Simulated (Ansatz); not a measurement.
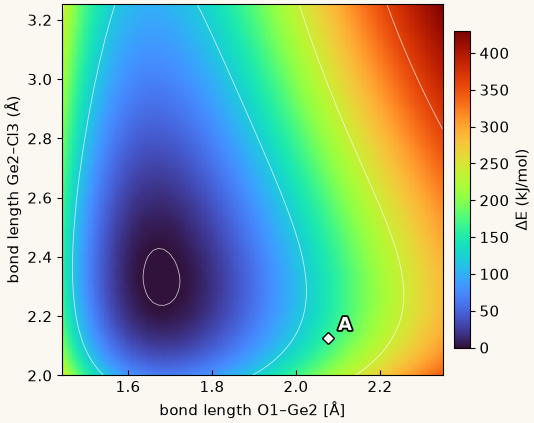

ClGeH₂O, SMILES [O-][GeH2][Cl], charge −1. The first coordinate is: bond length O1–Ge2; the second: bond length Ge2–Cl3. Nothing is relaxed (all other coordinates rigid). The scan uses an 11 × 11 grid. Energies are in kJ/mol, from the lowest grid point. The calculation used Ansatz, RKS wB97M-V/def2-SVPD.

Drawn: a smooth colour map with a few white contour lines, the point A. Between grid points the surface is interpolated.

Question: Is A at rest? If not, where is it pushed?

Answer: A, at bond length O1–Ge2 = 2.077 Å, bond length Ge2–Cl3 = 2.125 Å, is not a stationary point. The computed force is 520 kJ/mol for each Å towards smaller values of bond length O1–Ge2 and 220 kJ/mol for each Å towards larger values of bond length Ge2–Cl3.
